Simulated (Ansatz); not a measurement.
Run report: CH4AlCl, molecular dynamics (part 3 of 3)

Continued. System: CH4AlCl. Method: RHF/def2-mTZVP (Ansatz 0.2.0). It belongs to a series of runs on one base structure; here: dynamics from the highest image of the converged band.

Geometry of the input (Å):
```
Al 0.4626  -0.0719  -0.5092
C  1.1526  -0.0333  1.5895
H  0.4563  -0.7295  2.0525
H  2.1459  -0.2504  1.9602
H  0.9062  0.9915  1.8632
H  1.8745  -0.3849  0.1058
Cl -1.5585  0.4785  -0.2809
```

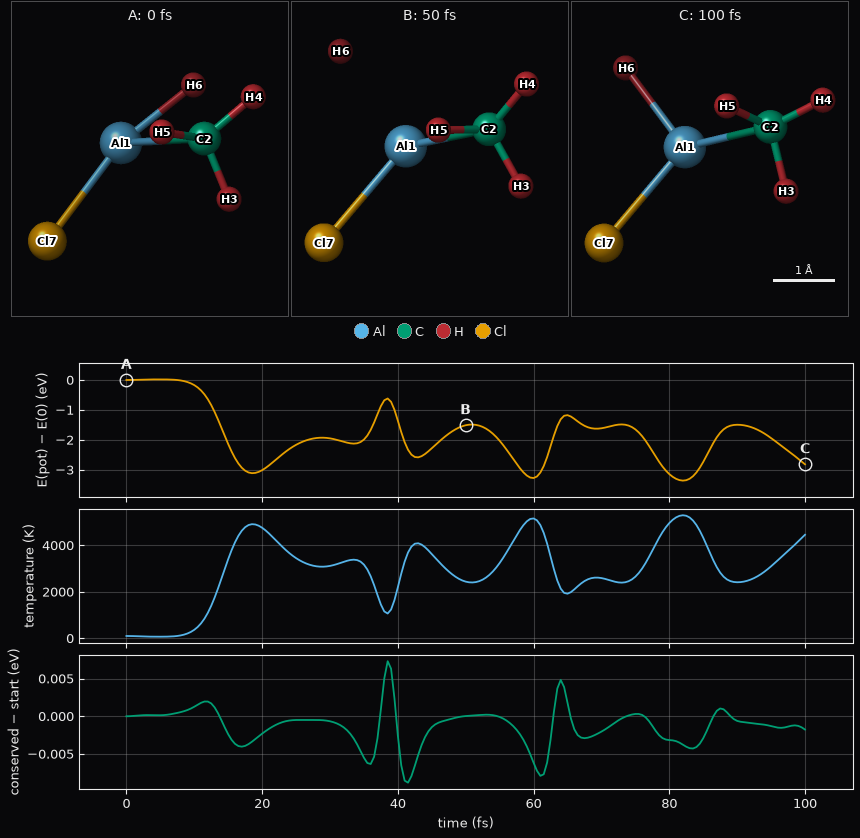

*Frames of the molecular dynamics (ball-and-stick, seen at a tilt) above the curves, on which the letters mark them.*

The trajectory kept here has 201 frames over 100 fs. The temperature starts at 100 K, ranges from 70 to 5295 K and averages 3366 K over the second half. The potential energy ends 2.817 eV below its first value. The conserved quantity stays within 0.016 eV. After an unweighted best fit of the last frame on the first, the root-mean-square displacement is 0.77 Å, and H6 has moved furthest (1.65 Å).

```
Total energy: -20181.30217375 eV, -741.6491755073 hartree
Atom 0 at     0.441516    -0.049873    -0.251026 Å, force     2.597455     1.650799    -1.992835 eV/Å
Atom 1 at     1.368779     0.072499     1.505318 Å, force    -2.043458    -0.770592    -0.695575 eV/Å
Atom 2 at     0.553675    -0.453711     2.028571 Å, force    -0.206741     1.215181     0.481425 eV/Å
Atom 3 at     2.160737    -0.046892     2.194470 Å, force     1.601043    -1.040087    -0.646250 eV/Å
Atom 4 at     1.298238     1.152011     1.499765 Å, force    -1.021020     0.511077     0.478002 eV/Å
Atom 5 at     1.151082     0.547277    -1.821780 Å, force    -0.744940    -1.157908     1.965889 eV/Å
Atom 6 at    -1.609466     0.381215    -0.389777 Å, force    -0.182339    -0.408470     0.409345 eV/Å
Dipole moment:     0.240568    -0.344562     0.315153 e Å
```

### Trajectory as extended XYZ (Å, eV, eV/Å), 14 of the 201 frames kept, from step=0 to step=200
```
7
Properties=species:S:1:pos:R:3:forces:R:3 step=0 time_fs=0.0 energy=-20178.48520 temperature=100.0
Al    0.4626   -0.0719   -0.5092    0.0057  -0.0047   0.0082
C     1.1526   -0.0333    1.5895    0.0073   0.0201  -0.0194
H     0.4563   -0.7295    2.0525   -0.0087  -0.0136   0.0063
H     2.1459   -0.2504    1.9602   -0.0011  -0.0053   0.0040
H     0.9062    0.9915    1.8632   -0.0004  -0.0030  -0.0046
H     1.8745   -0.3849    0.1058    0.0045   0.0028   0.0031
Cl   -1.5585    0.4785   -0.2809   -0.0073   0.0036   0.0025
7
Properties=species:S:1:pos:R:3:forces:R:3 step=15 time_fs=7.5 energy=-20178.48548 temperature=101.1
Al    0.4705   -0.0689   -0.4964    0.0066  -0.0339   0.9748
C     1.1673   -0.0313    1.5792   -1.0822   0.4065   0.3358
H     0.5030   -0.7279    2.0825   -0.0779  -0.2057  -0.0003
H     2.1581   -0.2476    1.9211    0.5306  -0.0972  -0.0107
H     0.9113    0.9647    1.9499    0.0979   0.0651  -0.1389
H     1.8645   -0.5108    0.0873    0.1941  -0.0884  -0.9509
Cl   -1.5710    0.4798   -0.2889    0.3309  -0.0464  -0.2096
7
Properties=species:S:1:pos:R:3:forces:R:3 step=31 time_fs=15.5 energy=-20180.87454 temperature=3792.1
Al    0.4825   -0.0665   -0.4500    2.0562  -0.5335   4.2578
C     1.1426   -0.0132    1.5823   -0.9328   0.5032  -0.9091
H     0.5532   -0.7636    2.1233    0.0986   0.2751   0.0412
H     2.1992   -0.2489    1.7546   -0.3646   0.0412  -0.4585
H     0.9503    0.9576    2.0450   -0.0643  -0.2678   0.2021
H     1.9802   -0.7565   -0.6734   -1.2615   0.1893  -2.0862
Cl   -1.5788    0.4800   -0.3028    0.4684  -0.2076  -1.0473
7
Properties=species:S:1:pos:R:3:forces:R:3 step=46 time_fs=23.0 energy=-20180.96274 temperature=3932.2
Al    0.5243   -0.0742   -0.3416   -0.3433  -0.5345  -1.2946
C     1.0818    0.0224    1.5536    1.2468  -0.8359  -0.5257
H     0.6171   -0.7484    2.1689    0.0103  -0.2529  -0.4964
H     2.1457   -0.2358    1.4449   -0.1987   0.1890   0.8632
H     0.9716    0.9006    2.1762    0.0687   0.4400  -0.6657
H     1.5338   -0.8483   -2.1446   -1.4605   1.2189   2.7444
Cl   -1.5782    0.4773   -0.3299    0.6767  -0.2246  -0.6253
7
Properties=species:S:1:pos:R:3:forces:R:3 step=62 time_fs=31.0 energy=-20180.48390 temperature=3191.1
Al    0.5600   -0.0928   -0.2529   -3.7976   0.5386  -5.2079
C     1.0682    0.0314    1.5040    2.8857  -0.5388   1.0000
H     0.6512   -0.8130    2.0292   -0.4651   0.2463   0.4654
H     2.1406   -0.1668    1.5101    0.1638  -0.0095   0.4234
H     0.9708    0.9871    1.9978   -0.6418  -0.1427   0.0190
H     0.3113   -0.3204   -2.3160    1.5995  -0.0568   2.8298
Cl   -1.5668    0.4708   -0.3686    0.2555  -0.0371   0.4703
7
Properties=species:S:1:pos:R:3:forces:R:3 step=77 time_fs=38.5 energy=-20179.10274 temperature=1066.8
Al    0.5288   -0.1011   -0.2543    1.2383  -0.4868   4.6923
C     1.1664    0.0119    1.5020   -0.7194  -0.0188   0.9296
H     0.5323   -0.7114    2.0276    0.3818   0.1234   0.1605
H     2.1802   -0.0869    1.8211    0.3351   0.0723   0.1013
H     0.7284    0.9867    1.7789    0.5801  -0.3594   0.1296
H    -0.0281    0.1486   -1.4012    1.2398   0.1704  -8.3953
Cl   -1.5575    0.4653   -0.3954   -3.0557   0.4988   2.3821
7
Properties=species:S:1:pos:R:3:forces:R:3 step=92 time_fs=46.0 energy=-20180.55880 temperature=3307.1
Al    0.4820   -0.1015   -0.2504    0.4647   1.3532  -3.1866
C     1.2630   -0.0158    1.5431   -2.1031   0.1191   0.2015
H     0.5590   -0.6020    2.1429    0.4384  -0.4871  -0.0326
H     2.1946    0.0403    2.0947    0.0821  -0.1048  -0.9525
H     0.7144    0.9301    1.6487    0.6975   0.5451   0.3552
H     0.7978    0.3621   -2.3409    0.2375  -1.0079   2.9941
Cl   -1.5789    0.4637   -0.3929    0.1830  -0.4176   0.6209
7
Properties=species:S:1:pos:R:3:forces:R:3 step=108 time_fs=54.0 energy=-20180.27922 temperature=2876.1
Al    0.4442   -0.0768   -0.2983    2.8545   0.4765  -0.8244
C     1.2752   -0.0296    1.5892    0.4040   0.9391  -0.9046
H     0.7664   -0.6871    2.2818   -0.1918   0.3573   0.0977
H     2.3390    0.0636    1.9048   -0.6714  -0.9665  -1.1566
H     1.0025    1.0227    1.7247   -0.7629  -0.2070   0.6394
H     1.9051    0.0925   -2.1687   -2.0591  -0.3119   2.2850
Cl   -1.6040    0.4564   -0.3777    0.4266  -0.2875  -0.1364
7
Properties=species:S:1:pos:R:3:forces:R:3 step=123 time_fs=61.5 energy=-20181.35874 temperature=4534.2
Al    0.4636   -0.0432   -0.3579   -0.0255   0.2107   4.0326
C     1.2673   -0.0066    1.5903   -1.4121   0.1996  -0.9296
H     0.9232   -0.6514    2.3943    0.0446  -0.5276  -0.4167
H     2.2951   -0.2696    1.2809   -0.4005   0.7462   1.0328
H     1.0779    0.9800    2.0621    1.0254  -0.2738  -0.6439
H     1.8774   -0.3340   -0.8404    0.1995  -0.1647  -2.2501
Cl   -1.6206    0.4448   -0.3655    0.5686  -0.1904  -0.8252
7
Properties=species:S:1:pos:R:3:forces:R:3 step=138 time_fs=69.0 energy=-20180.11032 temperature=2610.6
Al    0.4817   -0.0009   -0.3540    0.9502  -1.6620   3.5418
C     1.2149    0.0268    1.5582    0.4637   0.7985   0.4808
H     1.0300   -0.7872    2.2769   -0.9639   0.3028  -0.5261
H     2.1104   -0.3279    1.1118    1.2743   0.1300   0.3839
H     1.5122    0.8852    2.1886   -0.6057  -0.2160  -0.5303
H     1.9402   -1.0655   -0.4157   -1.8498   0.7639  -2.3615
Cl   -1.6285    0.4303   -0.3651    0.7312  -0.1171  -0.9886
7
Properties=species:S:1:pos:R:3:forces:R:3 step=154 time_fs=77.0 energy=-20180.68074 temperature=3496.1
Al    0.4994    0.0180   -0.2771    0.1194  -2.4170  -0.2914
C     1.2042    0.0801    1.5183    2.5889  -1.2966  -1.5247
H     0.7190   -0.8075    1.9530    0.1058   0.8159   0.5172
H     2.2238   -0.2863    1.2559   -0.5931  -0.6825  -0.1865
H     1.6232    0.8119    2.1591   -1.4258   1.0837   1.0325
H     1.5331   -1.5388   -1.2510   -1.6450   2.5380   0.9817
Cl   -1.6243    0.4128   -0.3805    0.8497  -0.0415  -0.5288
7
Properties=species:S:1:pos:R:3:forces:R:3 step=169 time_fs=84.5 energy=-20181.41412 temperature=4626.2
Al    0.5147   -0.0102   -0.2094   -2.6136   0.0762  -2.5746
C     1.2927    0.1129    1.4558   -0.7293  -0.7831   1.2862
H     0.4380   -0.4937    1.8281    0.6023  -0.9574  -0.1546
H     2.2051   -0.5277    1.4147   -0.6033   1.1587   1.2363
H     1.0550    0.8908    2.2074    1.7964   0.0505  -0.8952
H     0.3624   -0.7492   -1.6254    1.6801  -0.1166   0.3762
Cl   -1.6080    0.3964   -0.4025   -0.1326   0.5717   0.7257
7
Properties=species:S:1:pos:R:3:forces:R:3 step=185 time_fs=92.5 energy=-20180.09670 temperature=2592.0
Al    0.4862   -0.0452   -0.1940   -1.1283   1.4163  -3.9293
C     1.3538    0.1078    1.4428   -1.2582   0.2668   2.4078
H     0.4704   -0.5322    1.7245    0.2088   0.4609   0.8823
H     2.1186   -0.3634    2.0580    0.3395   0.2880  -1.0385
H     1.0998    1.1180    1.9204    0.3827  -1.5316  -0.9042
H     0.0269    0.2088   -1.8367    3.1426  -0.9356   0.4142
Cl   -1.5972    0.3875   -0.4110   -1.6871   0.0352   2.1677
7
Properties=species:S:1:pos:R:3:forces:R:3 step=200 time_fs=100.0 energy=-20181.30217 temperature=4455.9
Al    0.4415   -0.0499   -0.2510    2.5975   1.6508  -1.9928
C     1.3688    0.0725    1.5053   -2.0435  -0.7706  -0.6956
H     0.5537   -0.4537    2.0286   -0.2067   1.2152   0.4814
H     2.1607   -0.0469    2.1945    1.6010  -1.0401  -0.6462
H     1.2982    1.1520    1.4998   -1.0210   0.5111   0.4780
H     1.1511    0.5473   -1.8218   -0.7449  -1.1579   1.9659
Cl   -1.6095    0.3812   -0.3898   -0.1823  -0.4085   0.4093
```

### Key numbers

- outcome: finished
- mean temperature over the second half: 3366 K
- trajectory: 200 steps, 100 fs
- ensemble: nve
- temperature in the input: 100.0 K
- time step: 0.5 fs
- potential energy (last step): −20181.3022 eV
- mean-field energy (last step): −20181.3022 eV
- largest force (length of the vector) (last step): 3.667 eV/Å
- hardware: 1 thread of Arm Neoverse V2, 24 GiB of memory available, shared host
- wall time: 2.6 min
- peak memory: 0.12 GiB

### Remarks

So short a trajectory is not equilibrated.
